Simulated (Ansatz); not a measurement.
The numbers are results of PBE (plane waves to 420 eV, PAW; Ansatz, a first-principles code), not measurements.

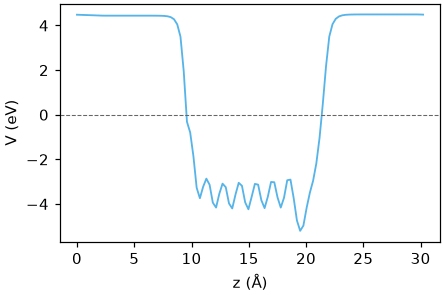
Figure: Electrostatic potential energy of an electron, averaged over planes parallel to the surface, in eV from the Fermi level, for N on the (100) surface of germanium (p(2x2) alternately buckled dimers; a constructed slab, bottom: dihydride, held), one in a cell of 66 Å², started at the site 'bridge Ge-Ge (span 2.4 Å)'

Slab: 41 atoms, 11.3 Å thick at the start with caps and adatoms under the adsorbate (thin: gaps and levels are the slab's own); k 3x3x1, smearing 0.01 eV, dipole-corrected; 24 atoms held, the rest relaxed; held to the start's symmetry, so lower structures may exist; spin-polarised, ending with about 0.1 μB a cell, a value that depends on the mesh; orders that need a larger cell were not tried, no spin-orbit, no U, no dispersion correction. The slab shows no gap over 0.04 eV on its mesh. At the end it is bonded to 2 Ge. In PBE this state lies 0.08 eV over the lowest of the starts that converged ('top Ge #2', where the adsorbate broke or entered a bond of the host).

The vacuum level lies 4.50 eV above the Fermi level over the top face and 4.44 eV above it under the bottom face.
